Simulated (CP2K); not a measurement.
Converging the k-point mesh: BiTe (Fm-3m, 2 atoms in the cell)

```yaml
crystal:
  lattice:
    - [4.57788, 0.00000, 0.00000]
    - [2.28894, 3.96456, 0.00000]
    - [2.28894, 1.32152, 3.73782]
  atoms:
    - { symbol: Bi, position: [0.00000, 0.00000, 0.00000] }
    - { symbol: Te, position: [0.50000, 0.50000, 0.50000] }
```

Computed with LDA (Pade form), GPW, DZVP-MOLOPT-SR-GTH basis, GTH-PADE potentials (GTH_POTENTIALS) (CP2K 2026.2).

Base settings: CUTOFF = 400 Ry; REL_CUTOFF = 50 Ry; SMEAR/METHOD = FERMI_DIRAC; ELECTRONIC_TEMPERATURE = 1160.45 K; KPOINTS/SCHEME = MONKHORST-PACK 4 4 4; GAMMA_CENTERED = T; XC_FUNCTIONAL = PADE; Bi/BASIS_SET = DZVP-MOLOPT-SR-GTH; Bi/POTENTIAL = GTH-PADE-q5; Te/BASIS_SET = DZVP-MOLOPT-SR-GTH.

Moved along: GAMMA_CENTERED.

The second cell is the first with its lattice scaled by 0.98.

Only quantities that move along the ladder and can be compared are tabulated.

The starting cell comes from a database of computed structures (which also holds hypothetical and non-ambient phases and stackings), without a prior relaxation at this level. Its lattice was rescaled by up to half a per cent. Values carry the incompleteness of an atom-centred basis. Without a gap this mesh is coarse (it stands for a supercell whose shortest vector is 18 Å).

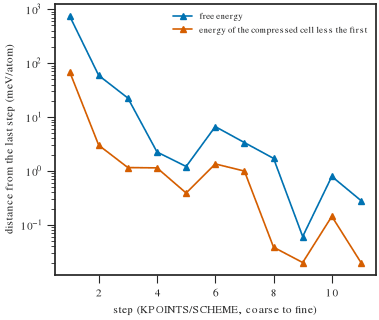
Fig. 1. Distance from the last step along the ladder; very small values are drawn at a floor.

```tsv
KPOINTS/SCHEME	free energy less the last step's (meV/atom)	energy of the compressed cell less the first (meV/atom)	pressure (GPa)
MONKHORST-PACK 2 2 2	752.54	59.64	3.12
MONKHORST-PACK 3 3 3	59.05	-7.14	-1.99
MONKHORST-PACK 4 4 4	-22.51	-11.30	-2.36
MONKHORST-PACK 5 5 5	-2.25	-11.28	-2.42
MONKHORST-PACK 6 6 6	1.21	-9.75	-2.25
MONKHORST-PACK 7 7 7	6.64	-8.79	-2.20
MONKHORST-PACK 8 8 8	-3.36	-11.14	-2.38
MONKHORST-PACK 9 9 9	1.71	-10.10	-2.30
MONKHORST-PACK 10 10 10	0.06	-10.13	-2.30
MONKHORST-PACK 11 11 11	-0.79	-10.29	-2.31
MONKHORST-PACK 13 13 13	-0.28	-10.14	-2.30
MONKHORST-PACK 14 14 14	0.00	-10.14	-2.30
```

Coarsest KPOINTS/SCHEME that holds the energy of the compressed cell less the first within 0.2 meV/atom of the last step, with all finer ones: MONKHORST-PACK 9 9 9; the step before is off by 1.00 meV/atom.

Coarsest KPOINTS/SCHEME that holds the free energy within 5 meV/atom of the last step, with all finer ones: MONKHORST-PACK 8 8 8; the step before is off by 6.6 meV/atom.

Coarsest KPOINTS/SCHEME that holds the pressure within 0.2 GPa of the last step, with all finer ones: MONKHORST-PACK 4 4 4; the step before is off by 0.32 GPa.

The energy difference between the two cells stays within 1 meV/atom of the last step's from MONKHORST-PACK 8 8 8 on, the total only from MONKHORST-PACK 10 10 10 on: much of the error is common to both cells and cancels.

Two neighbours can agree and both be off: MONKHORST-PACK 4 4 4 and MONKHORST-PACK 5 5 5 differ by 0.02 meV/atom in the energy of the compressed cell less the first, yet lie about 1.1 meV/atom from the last step.
